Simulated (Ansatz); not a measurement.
# Calculations on Mg$_{12}$H

Part 1: Relaxation

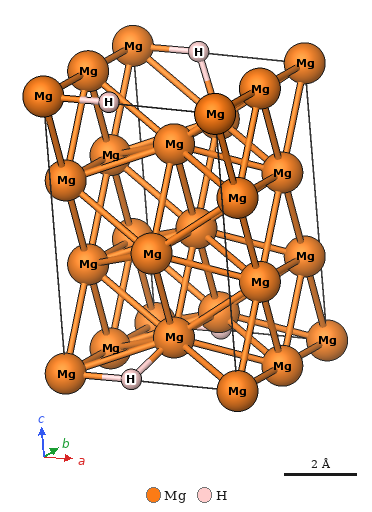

Starting structure of a defect cell of composition Mg12H. The picture is a ball-and-stick view of the cell of the calculation, reduced to other axes, seen slightly off an axis. Lengths and directions refer to the drawn axes.

It is an interstitial H in hcp Mg. The run prepares an end point of a later path (interstitial hop) calculation, from a guessed geometry.

These are results of Ansatz, DFT PBE, scalar-relativistic, plane waves, PAW, not measurements.

Input
```yaml
crystal:
  lattice:
    - [6.42, 0.0, 0.0]
    - [-4.815, 8.339825, 0.0]
    - [0.0, 0.0, 5.21304]
  atoms:
    - { symbol: Mg, position: [0.0, 0.0, 0.0] }
    - { symbol: Mg, position: [0.1666667, 0.2222222, 0.5] }
    - { symbol: Mg, position: [0.0, 0.3333333, 0.0] }
    - { symbol: Mg, position: [0.1666667, 0.5555556, 0.5] }
    - { symbol: Mg, position: [0.0, 0.6666667, 0.0] }
    - { symbol: Mg, position: [0.1666667, 0.8888889, 0.5] }
    - { symbol: Mg, position: [0.5, 0.0, 0.0] }
    - { symbol: Mg, position: [0.6666667, 0.2222222, 0.5] }
    - { symbol: Mg, position: [0.5, 0.3333333, 0.0] }
    - { symbol: Mg, position: [0.6666667, 0.5555556, 0.5] }
    - { symbol: Mg, position: [0.5, 0.6666667, 0.0] }
    - { symbol: Mg, position: [0.6666667, 0.8888889, 0.5] }
    - { symbol: H, position: [0.0010875, -0.0025559, 0.6194717] }
basis:
  ecutwfc: 420.0
kpoints:
  mp_grid: { grid: [4, 3, 4] }
hamiltonian:
  xc: pbe
scf:
  occupations: { method: gaussian, width: 0.1 }
  lower_state_search: "off"
relax:
  f_tol: 0.03
  max_steps: 60
  adjacent_minimum: "off"
```

Launched with:
```bash
ansatz run input.yaml --threads 4 --pin off --max-ram 10240MiB --backend cpu --events-out ev --progress --plain --runs-dir out
```

**What does the optimiser find from here?**

The energy falls by 35.7 meV per cell of the calculation in 3 geometry steps. The largest force component goes from 0.31 to 0.023 eV/Å. H13 moves most: 0.11 Å roughly along [3 0 −1]. Largest moves by element: H 0.11 Å, Mg 0.09 Å. The cell stays as it was. Near-neighbour distances that change, for instance: Mg2–Mg6 3.210 → 3.354 Å, Mg2–Mg12 3.210 → 3.334 Å, Mg6–Mg12 3.210 → 3.309 Å, Mg6–Mg12 (another image) 3.210 → 3.111 Å. Bond angles that change, for instance: Mg1–H13–Mg6 109.6° → 105.1°, Mg2–H13–Mg6 110.6° → 114.7°, Mg2–H13–Mg12 109.3° → 113.3°.

The structure at the end:

```
Mg H
1.0
     6.42000    0.00000    0.00000
    -4.81500    8.33982    0.00000
     0.00000    0.00000    5.21304
Mg H
12 1
Direct
  0.00129 0.00029 0.99143
  0.17282 0.23235 0.49727
  0.99950 0.33287 0.00336
  0.16221 0.55354 0.50128
  0.99898 0.66574 0.00212
  0.17080 0.88337 0.49828
  0.50010 0.99965 0.00518
  0.66713 0.22177 0.50808
  0.50202 0.33408 0.00618
  0.66897 0.55652 0.50437
  0.49775 0.66378 0.00434
  0.65613 0.88436 0.49832
  0.00339 0.00244 0.59926
```

After the run, drawn alike:

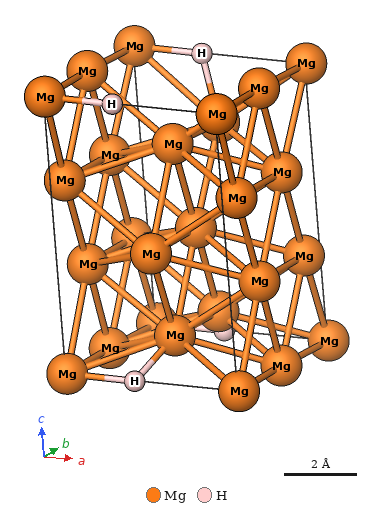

Limits of the set-up: the periodic images lie only 5.2 Å apart, so the values are limited by the cell's size.

Part 2: Relaxation

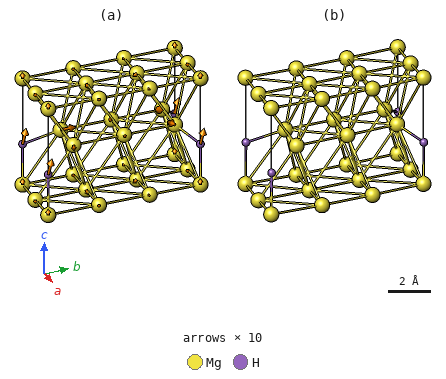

The structure of a defect cell of composition Mg$_{12}$H before (left) and after (right) a relaxation, at one scale. The orange arrows give the displacements, 10 times their true length.

The picture is a ball-and-stick view of the cell of the calculation, seen slightly off an axis.

It is an interstitial H in hcp Mg. The run prepares an end point of a later path (interstitial hop) calculation, from a guessed geometry.

Theory: DFT PBE, scalar-relativistic, plane waves, PAW (Ansatz 0.2.0). (plane-wave cutoff 420 eV; k-point mesh 4 × 3 × 4; occupations gaussian; smearing width 0.1 eV; no spin polarisation; atoms relaxed in a fixed cell; force threshold 0.03 eV/Å; at most 60 steps)

**Summarise the run.**

The energy falls by 35.2 meV per cell of the calculation in 3 accepted moves (4 points after the start). The largest force component goes from 0.3 to 0.013 eV/Å. The line search rejected the trial step at point 3 of the run. The largest move is that of the H atom, 0.089 Å roughly along [1 0 3]. By element the largest moves are H 0.089 Å, Mg 0.083 Å. The cell doesn't change. Some distances before and after: Mg–Mg 3.210 → 3.349 Å, Mg–Mg 3.210 → 3.326 Å, Mg–Mg 3.210 → 3.108 Å, Mg–Mg 3.210 → 3.131 Å. Bond angles that change, for instance: Mg–H–Mg 109.9° → 114.1°, Mg–H–Mg 109.0° → 105.4°, Mg–H–Mg 107.9° → 105.6°. Cost: 18 s on 4 threads of Intel(R) Xeon(R) 6975P-C (Granite Rapids), with other jobs on the host, peak memory 0.96 GiB.

Limits of the set-up: the periodic images lie only 5.2 Å apart, so the values are limited by the cell's size.

Part 3: Path

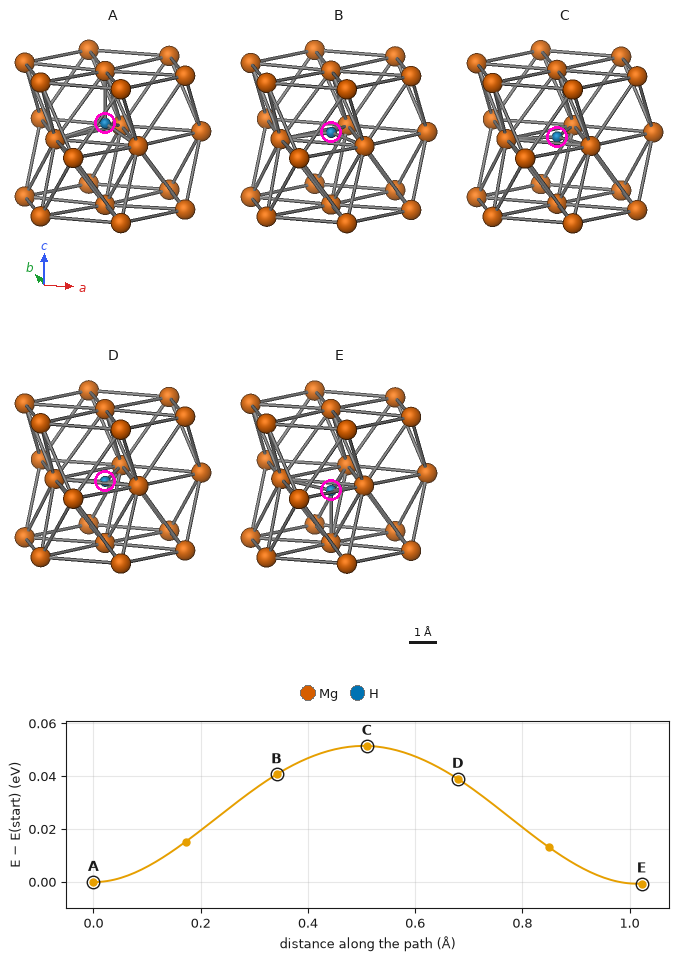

NEB run on Mg with an interstitial H (13 atoms in the cell). Images are numbered from 0 (start) to 6 (end). Frames A to E are images 0, 2, 3, 4, 6. A ball-and-stick model of the atoms within 4.7 Å of the middle of the path, seen slightly off an axis. The moving atom is ringed, with any periodic copies. Bonds to atoms that aren't drawn are left out.

All numbers below come from DFT PBE, scalar-relativistic, plane waves, PAW (Ansatz).

Input
```yaml
crystal:
  lattice:
    - [6.42, 0.0, 0.0]
    - [-4.815, 8.339825, 0.0]
    - [0.0, 0.0, 5.21304]
  atoms:
    - { symbol: Mg, position: [0.00128979, 0.00029499, -0.00856571] }
    - { symbol: Mg, position: [0.1728249, 0.23235174, 0.49727308] }
    - { symbol: Mg, position: [-0.00049961, 0.33287278, 0.00336186] }
    - { symbol: Mg, position: [0.16220768, 0.55353644, 0.50127831] }
    - { symbol: Mg, position: [-0.00101646, 0.6657391, 0.00212277] }
    - { symbol: Mg, position: [0.17079816, 0.88337071, 0.49827515] }
    - { symbol: Mg, position: [0.50009576, -0.00034905, 0.00517709] }
    - { symbol: Mg, position: [0.66712924, 0.22177238, 0.50807923] }
    - { symbol: Mg, position: [0.50202359, 0.334083, 0.00617701] }
    - { symbol: Mg, position: [0.66896506, 0.55652385, 0.50437278] }
    - { symbol: Mg, position: [0.49774965, 0.66377549, 0.00433742] }
    - { symbol: Mg, position: [0.65612531, 0.8843642, 0.49831897] }
    - { symbol: H, position: [0.00339463, 0.00244187, 0.59926376] }
basis:
  ecutwfc: 420.0
kpoints:
  mp_grid: { grid: [4, 3, 4] }
hamiltonian:
  xc: pbe
scf:
  occupations: { method: gaussian, width: 0.1 }
  lower_state_search: "off"
neb:
  images: 5
  f_tol: 0.05
  initial_path: linear
  max_iterations: 80
  optimiser: fire
  spring: 2.0
  final_atoms:
    - { symbol: Mg, position: [0.00035042, -0.00015712, 0.00626522] }
    - { symbol: Mg, position: [0.1720506, 0.23196762, 0.50156793] }
    - { symbol: Mg, position: [-0.00039845, 0.33347599, -0.00292434] }
    - { symbol: Mg, position: [0.16302872, 0.55403229, 0.49914662] }
    - { symbol: Mg, position: [-0.00126116, 0.66550759, -0.00173785] }
    - { symbol: Mg, position: [0.17097211, 0.88385293, 0.50172907] }
    - { symbol: Mg, position: [0.49981426, -7.424e-05, -0.0038328] }
    - { symbol: Mg, position: [0.66721592, 0.22254166, 0.49396989] }
    - { symbol: Mg, position: [0.50157372, 0.33457134, -0.00517838] }
    - { symbol: Mg, position: [0.66830732, 0.55644813, 0.49695011] }
    - { symbol: Mg, position: [0.49745424, 0.66420801, -0.00373038] }
    - { symbol: Mg, position: [0.6561779, 0.88522797, 0.50140389] }
    - { symbol: H, position: [0.00252187, 0.00210995, 0.39719135] }
  order_check: true
```

Command:
```bash
ansatz run input.yaml --threads 4 --pin off --max-ram 10240MiB --backend cpu --events-out ev --progress --plain --runs-dir out
```

Describe the mechanism and the energy profile.

The H atom travels furthest, 1.05 Å from end to end, along −c, on a straight line. At the highest image its nearest neighbour (Mg) is 1.96 Å away, against 1.99 Å at the start, and the surrounding atoms stand up to 0.04 Å off the mean of their end positions. The two ends have nearly the same energy, and the highest point, image 3, lies 0.052 eV above the start. The band converged in 7 iterations. The largest component of the band force went from 0.17 to 0.041 eV/Å. The climbing image converged on the top of the path. A check of its curvatures didn't confirm a first-order saddle.

Limits of the set-up: the periodic images lie only 5.2 Å apart, so the values are limited by the cell's size.

The run took 5.7 min on 4 threads of Intel(R) Xeon(R) 6975P-C (Granite Rapids), on a shared host, peak memory 3.1 GiB.
